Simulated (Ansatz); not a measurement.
## CH$_{6}$ClGa: geometry relaxation

System: CH$_{6}$ClGa.
Method: RKS PBE0-D4/def2-SVP (Ansatz 0.2.0).

The input holds or restrains some coordinates. It belongs to a series of runs on one base structure; here: pulled along the bonds that form and break, towards end A.

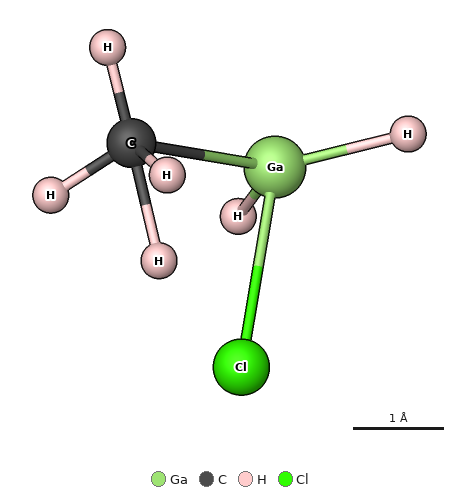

The starting structure (ball-and-stick view, seen at a tilt). Sticks mark near contacts.

### The input
```yaml
crystal:
  periodic: [false, false, false]
  atoms:
    - { symbol: Ga, position_ang: [0.0, 0.0, 0.0] }
    - { symbol: C, position_ang: [0.0, 0.0, 2.33] }
    - { symbol: H, position_ang: [-0.9996, -0.3092, 2.7005] }
    - { symbol: H, position_ang: [0.7676, -0.7111, 2.7005] }
    - { symbol: H, position_ang: [0.232, 1.0203, 2.7005] }
    - { symbol: H, position_ang: [1.3596, 0.0, -0.785] }
    - { symbol: H, position_ang: [-1.3596, 0.0, -0.785] }
    - { symbol: Cl, position_ang: [-0.3253, -2.3884, 0.8009] }
    - { symbol: H, position_ang: [-0.1789, -1.3135, 2.0219] }
basis:
  gaussian: { orbitals: def2-SVP }
hamiltonian:
  xc: pbe0
  dispersion: d4
relax:
  f_tol: 0.15
  max_steps: 25
  restrain:
    - { distance: [0, 7], at: 3.44, k: 30.0 }
    - { distance: [8, 1], at: 2.31, k: 30.0 }
    - { distance: [0, 1], at: 1.98, k: 30.0 }
    - { distance: [8, 7], at: 1.37, k: 30.0 }
output:
  orbitals: {}
```

Run on 2 threads of Arm Neoverse N1, 54 GiB of memory available, shared host.

Launched with:
```bash
ansatz run input.yaml --threads 2 --pin off --max-ram 3072MiB --backend cpu --events-out ev --progress --plain --runs-dir out
```

### Log
```
The last accepted step is kept in [file] (removed where the run ends without a failure and the disk answers)
Engine: ansatz 0.2.0, aarch64-unknown-linux-gnu
Functional definition: PBE0
  parameter a = 0.25
  parameter kappa = 0.804
  parameter beta = 0.06672455060314922
  exchange = (1 - a)*pbe_x(kappa = kappa, mu = beta*pi^2/3) + a*exact_x
  correlation = pbe_c(beta = beta)
1002 factors; integrals over basis functions are off by at most 2.9e-4 eV
mean field evaluation 1: about -66005.5990 eV, gradient 4.3e1 eV
mean field evaluation 2: about -66002.3939 eV, gradient 5.4e1 eV
mean field evaluation 4: about -66009.8030 eV, gradient 1.7e0 eV
mean field evaluation 8: about -66009.8157 eV, gradient 1.5e-1 eV
mean field evaluation 16: about -66009.8157 eV, gradient 1.0e-5 eV
mean field -66009.81570881 eV, -2425.8159842386 hartree, gradient 1.0e-5 eV, S^2 0.000000; 0 other end points of the search recorded, 0 dependent functions left out
the calculation of the forces begins
reference -66009.81573723 eV, -2425.8159852832 hartree; 30, 30 occupied and 64, 64 virtual orbitals, 1002 factors
relax step   1: F+E_penalty+E_count = -66009.96502886 eV  Δ(F+E_penalty+E_count) = +0.000e0 eV  max|allowed force component| = 2.325e0 eV/Å  E_restraint = 28.53697006 eV  max|allowed force component, restraints' pulls added| = 3.394e1 eV/Å  Δτ_max = 0.0000 Å  (27 SCF iters, accepted)
  distance Ga 0 - Cl 7 = 2.5400 Å
  distance H 8 - C 1 = 1.3610 Å
  distance Ga 0 - C 1 = 2.3300 Å
  distance H 8 - Cl 7 = 1.6333 Å
these checks for a lower state are left out or cut short: starts, cluster_reference, orbital_swaps, neighbouring_geometries, increment
1002 factors; integrals over basis functions are off by at most 4.1e-4 eV
mean field -66010.14637350 eV, -2425.8281359417 hartree, gradient 1.7e-5 eV, S^2 0.000000; 0 other end points of the search recorded, 0 dependent functions left out
the calculation of the forces begins
reference -66010.14640171 eV, -2425.8281369788 hartree; 30, 30 occupied and 64, 64 virtual orbitals, 1002 factors
relax step   2: F+E_penalty+E_count = -66010.29435067 eV  Δ(F+E_penalty+E_count) = -3.293e-1 eV  max|allowed force component| = 2.877e0 eV/Å  E_restraint = 13.39899930 eV  max|allowed force component, restraints' pulls added| = 2.407e1 eV/Å  Δτ_max = 0.1949 Å  (29 SCF iters, accepted)
  distance Ga 0 - Cl 7 = 2.8382 Å
  distance H 8 - C 1 = 1.6440 Å
  distance Ga 0 - C 1 = 2.2470 Å
  distance H 8 - Cl 7 = 1.4973 Å
these checks for a lower state are left out or cut short: starts, cluster_reference, orbital_swaps, neighbouring_geometries, increment
1002 factors; integrals over basis functions are off by at most 6.5e-4 eV
mean field -66010.25888881 eV, -2425.8322708031 hartree, gradient 8.3e-6 eV, S^2 0.000000; 0 other end points of the search recorded, 0 dependent functions left out
the calculation of the forces begins
reference -66010.25891685 eV, -2425.8322718336 hartree; 30, 30 occupied and 64, 64 virtual orbitals, 1002 factors
relax step   3: F+E_penalty+E_count = -66010.40428365 eV  Δ(F+E_penalty+E_count) = -1.099e-1 eV  max|allowed force component| = 5.165e0 eV/Å  E_restraint = 4.80069021 eV  max|allowed force component, restraints' pulls added| = 1.279e1 eV/Å  Δτ_max = 0.1948 Å  (29 SCF iters, accepted)
  distance Ga 0 - Cl 7 = 3.0690 Å
  distance H 8 - C 1 = 1.9215 Å
  distance Ga 0 - C 1 = 2.1575 Å
  distance H 8 - Cl 7 = 1.3707 Å
these checks for a lower state are left out or cut short: starts, cluster_reference, orbital_swaps, neighbouring_geometries, increment
1002 factors; integrals over basis functions are off by at most 8.0e-4 eV
mean field evaluation 32: about -66010.4883 eV, gradient 1.3e-1 eV
mean field -66010.49814572 eV, -2425.8410633325 hartree, gradient 9.9e-6 eV, S^2 0.000000; 0 other end points of the search recorded, 0 dependent functions left out
the calculation of the forces begins
reference -66010.49817392 eV, -2425.8410643690 hartree; 30, 30 occupied and 64, 64 virtual orbitals, 1002 factors
relax step   4: F+E_penalty+E_count = -66010.63923794 eV  Δ(F+E_penalty+E_count) = -2.350e-1 eV  max|allowed force component| = 3.740e0 eV/Å  E_restraint = 0.76709406 eV  max|allowed force component, restraints' pulls added| = 4.865e0 eV/Å  Δτ_max = 0.1947 Å  (28 SCF iters, accepted)
  distance Ga 0 - Cl 7 = 3.2972 Å
  distance H 8 - C 1 = 2.1617 Å
  distance Ga 0 - C 1 = 2.0551 Å
  distance H 8 - Cl 7 = 1.3142 Å
these checks for a lower state are left out or cut short: starts, cluster_reference, orbital_swaps, neighbouring_geometries, increment
1002 factors; integrals over basis functions are off by at most 7.7e-4 eV
mean field -66011.02420201 eV, -2425.8603955447 hartree, gradient 5.9e-6 eV, S^2 0.000000; 0 other end points of the search recorded, 0 dependent functions left out
the calculation of the forces begins
reference -66011.02423047 eV, -2425.8603965904 hartree; 30, 30 occupied and 64, 64 virtual orbitals, 1002 factors
relax step   5: F+E_penalty+E_count = -66011.16148250 eV  Δ(F+E_penalty+E_count) = -5.222e-1 eV  max|allowed force component| = 1.742e0 eV/Å  E_restraint = 0.05003214 eV  max|allowed force component, restraints' pulls added| = 1.356e0 eV/Å  Δτ_max = 0.1947 Å  (28 SCF iters, accepted)
  distance Ga 0 - Cl 7 = 3.4134 Å
  distance H 8 - C 1 = 2.2972 Å
  distance Ga 0 - C 1 = 1.9923 Å
  distance H 8 - Cl 7 = 1.3219 Å
these checks for a lower state are left out or cut short: starts, cluster_reference, orbital_swaps, neighbouring_geometries, increment
1002 factors; integrals over basis functions are off by at most 7.2e-4 eV
mean field -66011.15882664 eV, -2425.8653429084 hartree, gradient 1.1e-5 eV, S^2 0.000000; 0 other end points of the search recorded, 0 dependent functions left out
the calculation of the forces begins
reference -66011.15885510 eV, -2425.8653439544 hartree; 30, 30 occupied and 64, 64 virtual orbitals, 1002 factors
relax step   6: F+E_penalty+E_count = -66011.29582661 eV  Δ(F+E_penalty+E_count) = -1.343e-1 eV  max|allowed force component| = 1.044e0 eV/Å  E_restraint = 0.01818091 eV  max|allowed force component, restraints' pulls added| = 5.465e-1 eV/Å  Δτ_max = 0.2000 Å  (27 SCF iters, accepted)
  distance Ga 0 - Cl 7 = 3.4275 Å
  distance H 8 - C 1 = 2.3108 Å
  distance Ga 0 - C 1 = 1.9830 Å
  distance H 8 - Cl 7 = 1.3377 Å
these checks for a lower state are left out or cut short: starts, cluster_reference, orbital_swaps, neighbouring_geometries, increment
1002 factors; integrals over basis functions are off by at most 7.6e-4 eV
mean field -66011.20652287 eV, -2425.8670957126 hartree, gradient 1.8e-5 eV, S^2 0.000000; 0 other end points of the search recorded, 0 dependent functions left out
the calculation of the forces begins
reference -66011.20655153 eV, -2425.8670967657 hartree; 30, 30 occupied and 64, 64 virtual orbitals, 1002 factors
relax step   7: F+E_penalty+E_count = -66011.34232285 eV  Δ(F+E_penalty+E_count) = -4.650e-2 eV  max|allowed force component| = 9.765e-1 eV/Å  E_restraint = 0.02309070 eV  max|allowed force component, restraints' pulls added| = 2.031e-1 eV/Å  Δτ_max = 0.1312 Å  (27 SCF iters, accepted)
  distance Ga 0 - Cl 7 = 3.4337 Å
  distance H 8 - C 1 = 2.3128 Å
  distance Ga 0 - C 1 = 1.9818 Å
  distance H 8 - Cl 7 = 1.3314 Å
these checks for a lower state are left out or cut short: starts, cluster_reference, orbital_swaps, neighbouring_geometries, increment
1002 factors; integrals over basis functions are off by at most 7.7e-4 eV
mean field -66011.20958158 eV, -2425.8672081180 hartree, gradient 8.2e-5 eV, S^2 0.000000; 0 other end points of the search recorded, 0 dependent functions left out
the calculation of the forces begins
reference -66011.20961017 eV, -2425.8672091689 hartree; 30, 30 occupied and 64, 64 virtual orbitals, 1002 factors
relax step   8: F+E_penalty+E_count = -66011.34550893 eV  Δ(F+E_penalty+E_count) = -3.186e-3 eV  max|allowed force component| = 9.684e-1 eV/Å  E_restraint = 0.02215451 eV  max|allowed force component, restraints' pulls added| = 4.344e-2 eV/Å  Δτ_max = 0.0519 Å  (24 SCF iters, accepted)
  distance Ga 0 - Cl 7 = 3.4345 Å
  distance H 8 - C 1 = 2.3125 Å
  distance Ga 0 - C 1 = 1.9803 Å
  distance H 8 - Cl 7 = 1.3320 Å
1002 factors; integrals over basis functions are off by at most 7.7e-4 eV
mean field evaluation 64: about -66011.2035 eV, gradient 6.9e-2 eV
```

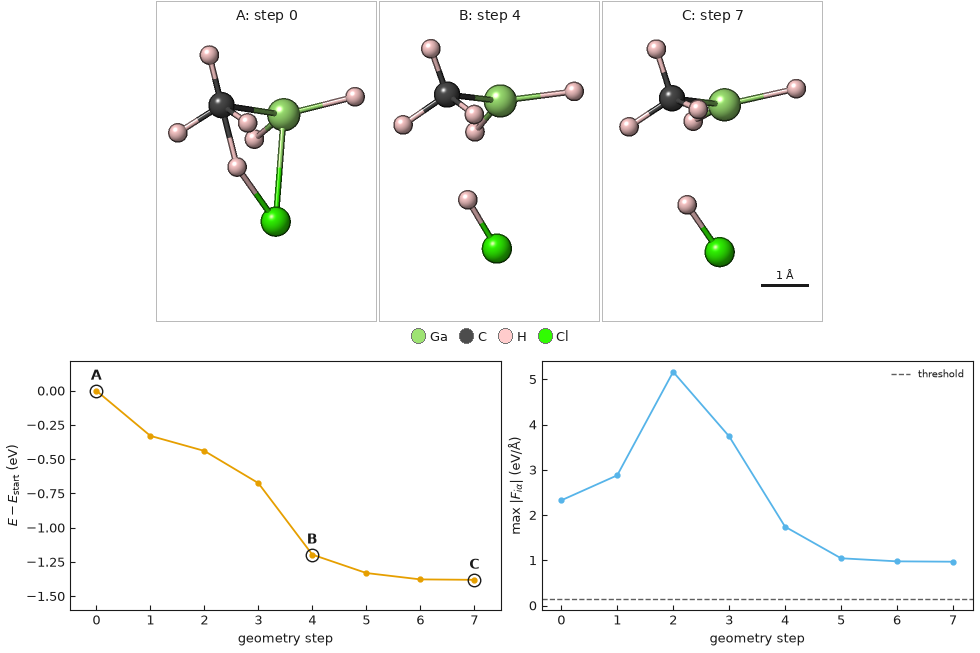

Frames of the restrained relaxation (ball-and-stick view, seen at a tilt) above the curves, on which the letters mark them (the first geometry is step 0 here and step 1 in the log).

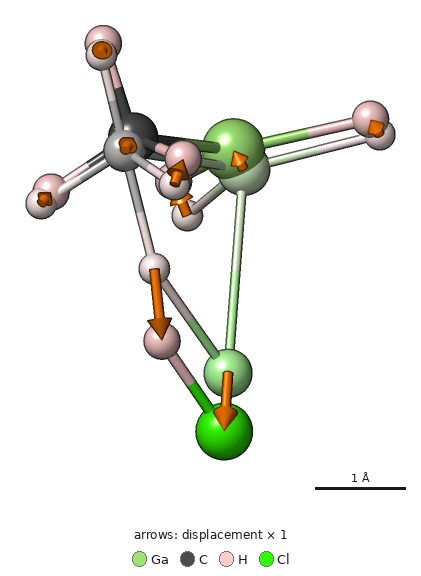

Start (faint) and end (solid) with the displacements as orange arrows, at true length (ball-and-stick view, seen at a tilt). The two geometries are laid on each other by the best rigid fit. After 7 geometry steps the energy has fallen by 1.380 eV. The largest force component goes from 2.3 to 0.97 eV/Å. The largest move after the best rigid fit is that of H9, 0.82 Å. Largest moves by element: H 0.82 Å, Cl 0.75 Å, C 0.26 Å, Ga 0.25 Å. Distances before and after: C2–H9 1.361 → 2.312 Å, Ga1–Cl8 2.540 → 3.434 Å, Ga1–C2 2.330 → 1.980 Å, Cl8–H9 1.633 → 1.332 Å. Bonds break: Ga1–Cl8 (2.54 → 3.43 Å). Among the angles that change: Ga1–C2–H3 109.5° → 113.0°, H3–C2–H5 109.4° → 106.1°. (Atoms are counted from 1 in the order of the input.)

```
mean field -66011.20958158 eV, -2425.8672081180 hartree, gradient 8.2e-5 eV, S^2 0.000000; 1 other end points of the search recorded, 0 dependent functions left out
the calculation of the forces begins
reference -66011.20961017 eV, -2425.8672091689 hartree; 30, 30 occupied and 64, 64 virtual orbitals, 1002 factors
Total energy: -66011.34553752 eV, -2425.8722044070 hartree
Atom 0 at     0.025966     0.206666     0.154571 Å, force    -0.014784    -0.171553     0.040852 eV/Å
Atom 1 at     0.024395     0.162092     2.134412 Å, force    -0.006296     0.116214    -0.004151 eV/Å
Atom 2 at    -0.930201    -0.191346     2.556689 Å, force    -0.009211     0.007282     0.008364 eV/Å
Atom 3 at     0.860867    -0.425677     2.543451 Å, force     0.024272    -0.004356     0.016051 eV/Å
Atom 4 at     0.161766     1.193425     2.506870 Å, force    -0.002972    -0.025962     0.002511 eV/Å
Atom 5 at     1.397708     0.163513    -0.610405 Å, force     0.008264    -0.000419    -0.006520 eV/Å
Atom 6 at    -1.327071     0.388819    -0.622251 Å, force    -0.010579     0.009124    -0.002637 eV/Å
Atom 7 at    -0.386133    -3.082608     1.052617 Å, force     0.064355     0.968385     0.731624 eV/Å
Atom 8 at    -0.331497    -2.116784     1.968344 Å, force    -0.053049    -0.898715    -0.786094 eV/Å
Dipole moment:     0.007749     0.163154     0.332398 e Å
```

### Trajectory as extended XYZ (Å, eV, eV/Å), 8 frames, from step=1 to step=8
```
9
Properties=species:S:1:pos:R:3:forces:R:3 step=1 energy=-66009.96503
Ga    0.0000    0.0000    0.0000   -0.1969  -1.1309   1.3284
C     0.0000    0.0000    2.3300   -0.3098   0.9203  -1.5062
H    -0.9996   -0.3092    2.7005   -0.0376   0.5274   0.2906
H     0.7676   -0.7111    2.7005    0.4935   0.4710   0.5172
H     0.2320    1.0203    2.7005    0.0074  -0.5088   0.1479
H     1.3596    0.0000   -0.7850    0.1178   0.2323   0.3468
H    -1.3596    0.0000   -0.7850   -0.0810   0.4887   0.2855
Cl   -0.3253   -2.3884    0.8009    0.1401   0.2588   0.9145
H    -0.1789   -1.3135    2.0219   -0.1335  -1.2588  -2.3247
9
Properties=species:S:1:pos:R:3:forces:R:3 step=2 energy=-66010.29435
Ga    0.0165    0.1493    0.0353   -0.4008  -1.3167   1.2723
C     0.0119    0.1038    2.2819   -0.7036  -2.8774  -1.2754
H    -0.9868   -0.2925    2.6956    0.7920   1.0523  -0.5391
H     0.7603   -0.6873    2.6950   -0.3448   1.4640  -0.5319
H     0.2366    1.0408    2.7099    0.3732   1.4380   0.9426
H     1.3608    0.0040   -0.7807    0.0363   0.3150   0.3121
H    -1.3565    0.0067   -0.7793    0.2572   0.4877   0.4236
Cl   -0.3443   -2.5356    0.8816    0.2334   1.4588   1.6010
H    -0.2026   -1.4910    1.9450   -0.2430  -2.0218  -2.2052
9
Properties=species:S:1:pos:R:3:forces:R:3 step=3 energy=-66010.40428
Ga    0.0289    0.2694    0.0751   -0.4611  -1.5821   0.7590
C     0.0216    0.1975    2.2314   -1.0126  -5.1648  -0.6767
H    -0.9695   -0.2752    2.6805    1.2161   1.5397  -1.0542
H     0.7483   -0.6606    2.6780   -0.6658   2.1304  -1.1705
H     0.2439    1.0735    2.7274    0.5589   2.3955   1.4504
H     1.3591    0.0088   -0.7762   -0.1283   0.4600   0.3947
H    -1.3497    0.0129   -0.7723    0.5239   0.6030   0.5761
Cl   -0.3594   -2.6493    0.9407    0.1519   1.0184   1.0017
H    -0.2273   -1.6788    1.8996   -0.1831  -1.4000  -1.2805
9
Properties=species:S:1:pos:R:3:forces:R:3 step=4 energy=-66010.63924
Ga    0.0352    0.3563    0.1252   -0.3730  -1.7796  -0.0740
C     0.0240    0.2531    2.1777   -0.5421  -3.7400   0.9344
H    -0.9435   -0.2274    2.6402    0.9236   1.4268  -1.1085
H     0.7363   -0.5990    2.6315   -0.5271   1.9018  -1.3085
H     0.2537    1.1212    2.7542    0.2034   1.1000   0.5606
H     1.3504    0.0305   -0.7590   -0.2229   0.5743   0.4847
H    -1.3287    0.0382   -0.7497    0.5544   0.6751   0.6314
Cl   -0.3794   -2.8030    0.9729    0.0682   0.4247   0.3603
H    -0.2523   -1.8717    1.8914   -0.0845  -0.5831  -0.4804
9
Properties=species:S:1:pos:R:3:forces:R:3 step=5 energy=-66011.16148
Ga    0.0296    0.2869    0.1676   -0.0279  -0.6878  -0.2303
C     0.0198    0.2500    2.1596   -0.1143  -1.7424   1.0021
H    -0.9851   -0.1215    2.5638    0.9653   0.4961  -0.5315
H     0.8046   -0.5169    2.5362   -0.8811   1.0307  -0.5983
H     0.2506    1.1549    2.7317    0.0493   0.3376  -0.1415
H     1.3537    0.1139   -0.6925   -0.0276   0.2542   0.2744
H    -1.3062    0.1361   -0.6746    0.0326   0.2835   0.2282
Cl   -0.4003   -2.9933    1.0082    0.1177   0.7735   0.5357
H    -0.2708   -2.0120    1.8844   -0.1138  -0.7454  -0.5389
9
Properties=species:S:1:pos:R:3:forces:R:3 step=6 energy=-66011.29583
Ga    0.0171    0.2642    0.1597    0.0787  -0.5836  -0.0611
C     0.0352    0.1858    2.1411   -0.0682  -0.5256   0.4244
H    -0.9565   -0.1216    2.5583    0.4227   0.1638  -0.1856
H     0.8235   -0.5200    2.5220   -0.4311   0.4740  -0.2937
H     0.2637    1.1642    2.5879    0.0306   0.1218   0.0282
H     1.3799    0.1893   -0.6313   -0.0278   0.1572   0.0609
H    -1.3364    0.2352   -0.6457    0.0034   0.1647   0.0797
Cl   -0.2779   -3.0342    1.0437   -0.1802   1.0444   0.8206
H    -0.4527   -2.0647    1.9486    0.1718  -1.0167  -0.8734
9
Properties=species:S:1:pos:R:3:forces:R:3 step=7 energy=-66011.34232
Ga    0.0311    0.1928    0.1502   -0.0239   0.0233   0.0413
C     0.0241    0.1681    2.1318    0.0209  -0.0340   0.0172
H    -0.9346   -0.1751    2.5530   -0.0224  -0.0154  -0.0043
H     0.8486   -0.4459    2.5285    0.0174   0.0088   0.0466
H     0.1826    1.1845    2.5311    0.0218   0.0317  -0.0680
H     1.4015    0.2140   -0.6221   -0.0040  -0.0568   0.0257
H    -1.3232    0.3581   -0.6279   -0.0225  -0.0362  -0.0106
Cl   -0.3948   -3.0882    1.0690    0.0714   0.9765   0.7017
H    -0.3396   -2.1102    1.9707   -0.0587  -0.8979  -0.7496
9
Properties=species:S:1:pos:R:3:forces:R:3 step=8 energy=-66011.34551
Ga    0.0260    0.2067    0.1546   -0.0148  -0.1716   0.0409
C     0.0244    0.1621    2.1344   -0.0063   0.1162  -0.0042
H    -0.9302   -0.1913    2.5567   -0.0092   0.0073   0.0084
H     0.8609   -0.4257    2.5435    0.0243  -0.0044   0.0161
H     0.1618    1.1934    2.5069   -0.0030  -0.0260   0.0025
H     1.3977    0.1635   -0.6104    0.0083  -0.0004  -0.0065
H    -1.3271    0.3888   -0.6223   -0.0106   0.0091  -0.0026
Cl   -0.3861   -3.0826    1.0526    0.0644   0.9684   0.7316
H    -0.3315   -2.1168    1.9683   -0.0530  -0.8987  -0.7861
```

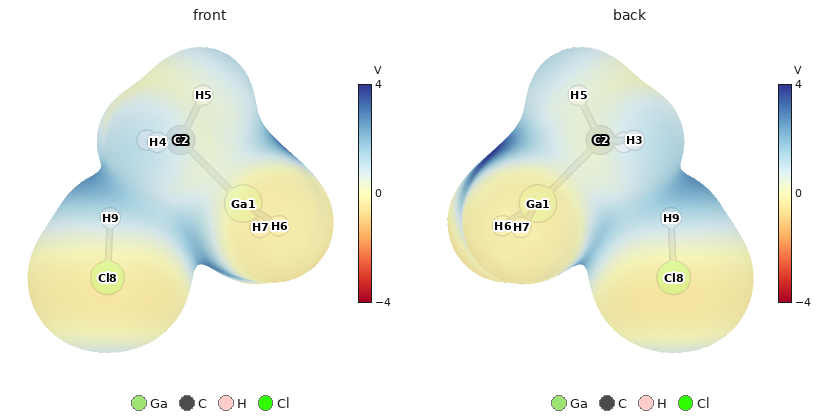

The molecular electrostatic potential painted on the density surface at 0.004 e/bohr³, seen at a tilt and from behind; red is negative and blue positive. A positive charge is drawn to the negative regions and a negative charge to the positive ones.

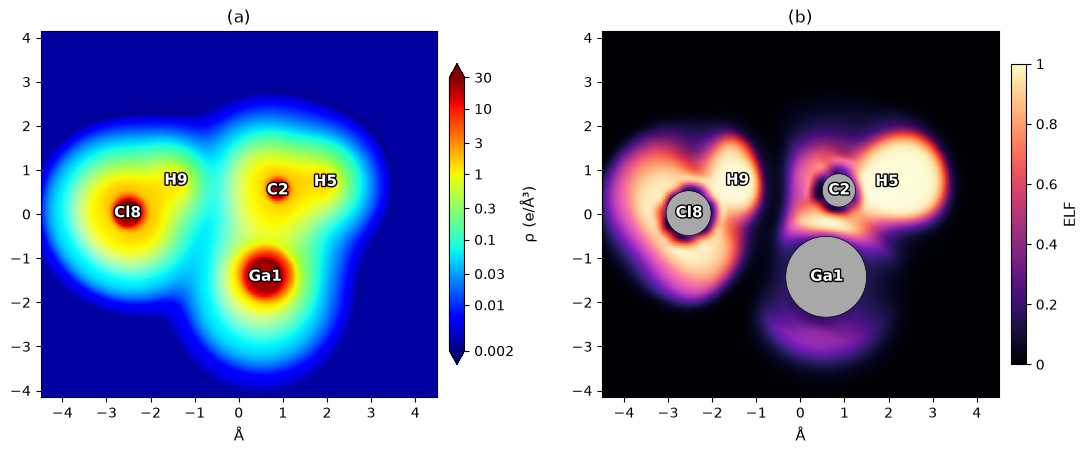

(a) total electron density; (b) electron localisation function on the plane of atoms Ga1, C2 and H5. Grey discs, where drawn, cover atomic cores. Atoms in the plane: Ga, C, H and Cl. C–Ga (1.98 Å): ρ is about 0.77 e/Å³ halfway; the ELF peaks at about 0.95 in the valence shell of C, 0.7 Å from its nucleus, and is about 0.55 at the midpoint.

### Summary

- outcome: converged under the restraints of the input
- total energy: −66011.3455 eV
- mean-field energy: −66011.2096 eV
- largest force (length of the vector) at the end, held atoms and coordinates included: 1.215 eV/Å
- wall time: 36 s (CPU time 68 s)
- peak memory: 0.2 GiB
